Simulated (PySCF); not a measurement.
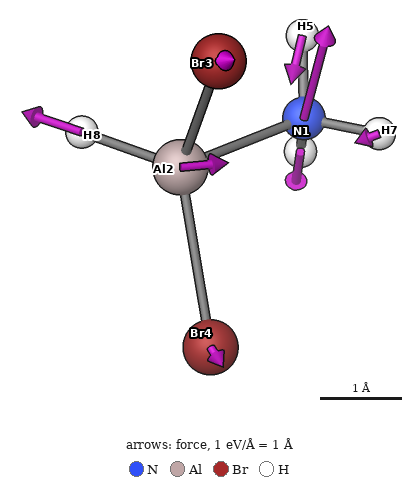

Starting geometry of AlNH4Br2 with the computed forces as purple arrows. A ball-and-stick model, seen from a free direction.

The start comes from GFN2-xTB. Its atoms were then displaced at random by about 0.01 Å.

Theory: PBE0-D3(BJ)/def2-SVP geometry optimisation, gas phase in PySCF 2.14.0, density-fitted response routines. 

**What follows when this structure is relaxed?**

It isn't relaxed: the largest force vector, on the N atom, is 1.56 eV/Å. The final displacements follow the starting forces only in part (cosine between the two patterns 0.31). Over 6 geometry steps the energy falls by 8.92 kJ/mol. The atom that moves furthest after the best rigid fit is a Br atom (0.14 Å). By element the largest moves are Br 0.14 Å, H 0.14 Å, Al 0.09 Å, N 0.03 Å. Some distances before and after: Al–H 1.524 → 1.581 Å, Al–N 2.084 → 2.032 Å, Al–Br 2.270 → 2.291 Å, H–N 1.003 → 1.022 Å. Bond angles that change, for instance: Br–Al–Br 122.3° → 114.7°, Al–N–H 113.0° → 108.1°, N–Al–H 101.1° → 105.5°.
